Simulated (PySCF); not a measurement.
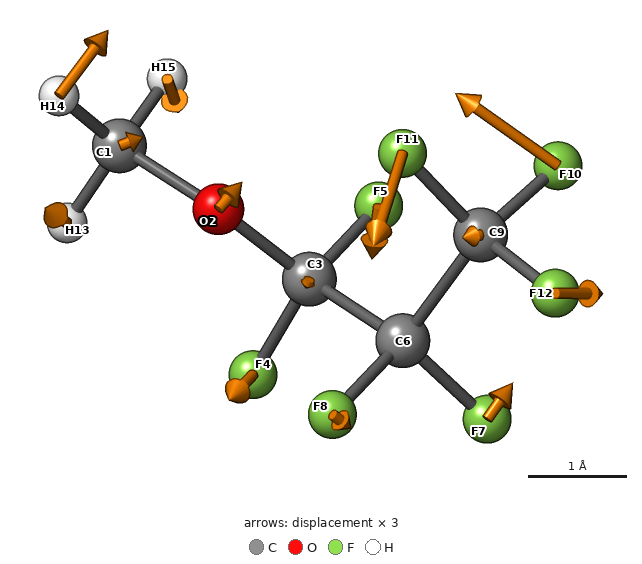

This is a relaxation of C₄H₃F₇O. The starting structure is drawn; orange arrows show the displacements, magnified 3 times. The two geometries are superimposed by the best rigid fit.

A ball-and-stick model, seen at a tilt.

The start comes from GFN2-xTB. Its atoms were then displaced at random by about 0.01 Å.

Computed with PySCF 2.14.0, density-fitted response routines, PBE0-D3(BJ)/def2-SVP geometry optimisation, gas phase. 

**What happened in the run?**

F11 moves most after the best rigid fit: 0.45 Å. Largest moves by element: F 0.45 Å, H 0.30 Å, O 0.13 Å, C 0.09 Å. Near-neighbour distances that change, for instance: C1–O2 1.473 → 1.422 Å, C3–F4 1.376 → 1.349 Å, C6–C9 1.571 → 1.547 Å, C1–H13 1.081 → 1.099 Å. Bond angles that change, for instance: O2–C1–H14 101.9° → 106.1°, O2–C1–H13 106.9° → 110.6°, H13–C1–H15 113.4° → 109.9°. After 14 geometry steps the energy has fallen by 0.151 eV.
